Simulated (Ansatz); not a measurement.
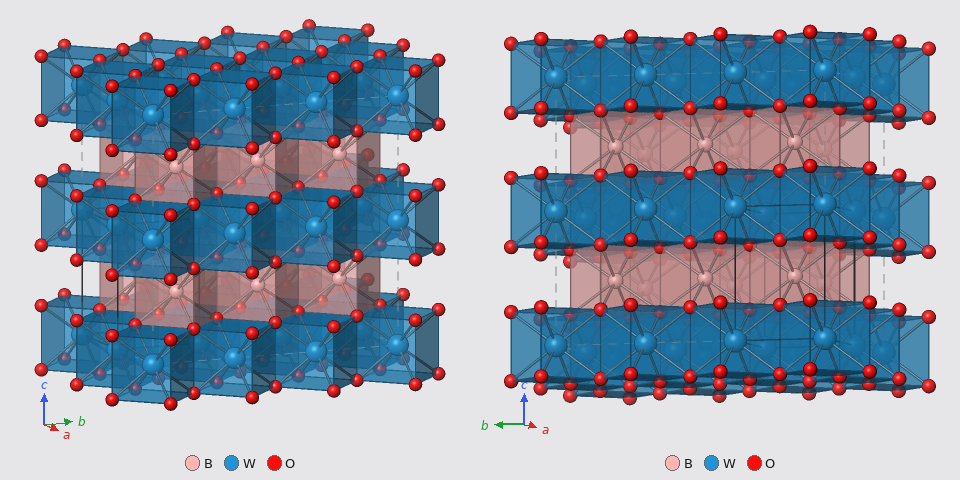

Polyhedra are drawn about B and W (bonds: B–O below 2.3 Å and O–W below 2.3 Å); other atoms are plain spheres. Two views of the same piece.

The compound is BWO4 (space group P4/mmm, No. 123), taken as coordinates from a relaxation with Ansatz, DFT PBE, scalar-relativistic, plane waves, PAW; the starting structure was generated, so it need not be a known form of this composition.

### What figure surrounds each B or W atom, and what does it share with the other drawn polyhedra?

B: BO8 cube, sharing edges with twelve neighbours; W: WO8 cube, sharing edges with twelve neighbours.

### What is the connectivity of the polyhedra: isolated, groups, chains, layers or framework?

They form a three-dimensional framework of edge-sharing cubes.

### How far apart are the centres of linked polyhedra?

Centre to centre across a shared edge: 3.31 to 3.33 Å.
